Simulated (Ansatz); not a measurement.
```yaml
atoms:
  - { symbol: B, position_ang: [-0.5537, 0.7821, -1.3851] }
  - { symbol: O, position_ang: [-0.8359, 0.2442, -0.1654] }
  - { symbol: Sn, position_ang: [0.6517, -0.6126, 1.6739] }
  - { symbol: H, position_ang: [-1.4667, 1.0316, -2.1317] }
  - { symbol: H, position_ang: [0.6021, 0.9785, -1.6341] }
  - { symbol: H, position_ang: [-1.7717, 0.0961, 0.0063] }
  - { symbol: H, position_ang: [1.9345, -0.4804, 0.4489] }
  - { symbol: H, position_ang: [0.1692, -2.2067, 1.0326] }
```

Core potentials replace the inner electrons of Sn.

Computed with Ansatz, RKS PBE0-D4/def2-SVPD.

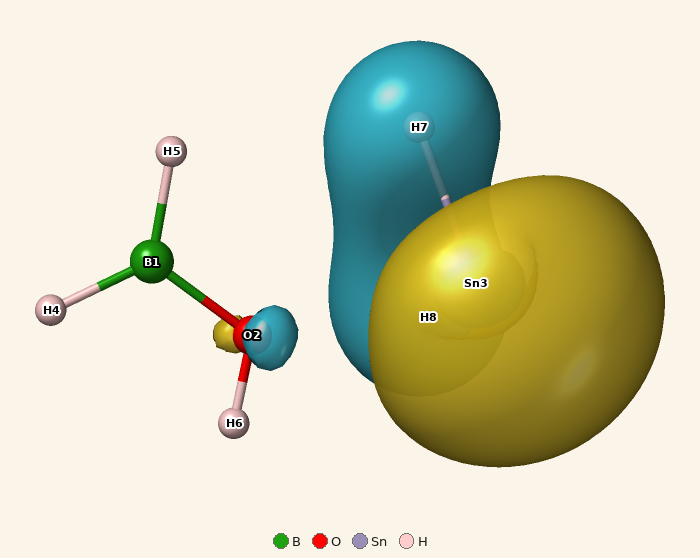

BH$_{5}$OSn. The HOMO at ±0.1 Å⁻³ᐟ² (yellow and cyan are the two phases), seen at a tilt.

What is the character of this orbital?

By Hirshfeld shares it lies mainly on Sn3 (about 75 %), H8 (about 15 %) and H7 (about 10 %). Its energy is −5.95 eV.
